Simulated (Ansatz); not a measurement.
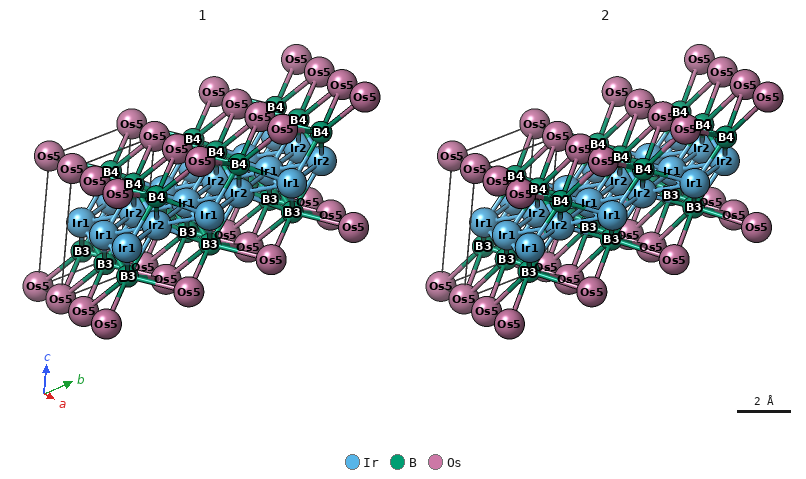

Two geometries of solid B2Ir2Os (a generated structure, set up in I4/mmm), drawn at one scale. One is the start of a relaxation, the other its converged end. A ball-and-stick model of the cell of the calculation, repeated 3 × 3 × 1 with one cell outlined, seen slightly off an axis.

These are results of DFT, PAW plane waves, r2SCAN (Ansatz), not measurements. Set-up: plane-wave cutoff 500 eV; k-point mesh 6 × 6 × 6; occupations fermi dirac; smearing width 0.0128 eV; no spin polarisation; atoms relaxed in a fixed cell; force threshold 0.03 eV/Å; at most 40 steps.

Which of the two is the end point?

Answer. Structure 1 is the relaxed one. The start is a swapped structure. The largest moves, 0.20 Å, are those of B3 and B4. B4 goes along [−1 −1 2]. Ir and Os stay in place. The lattice vectors keep their values. Near-neighbour distances that change, for instance: B3–B4 2.501 → 2.106 Å, Ir1–B3 2.131 → 2.253 Å, B3–Os5 2.742 → 2.658 Å. The space group stays I4/mmm (No. 139). After 3 geometry steps the energy has fallen by 47.4 meV per atom. Largest force component: 1.2 eV/Å at the start, 0.00052 eV/Å at the end. Cost: 47 s on 2 threads of Arm Neoverse V1 (shared host), peak memory 0.58 GiB.
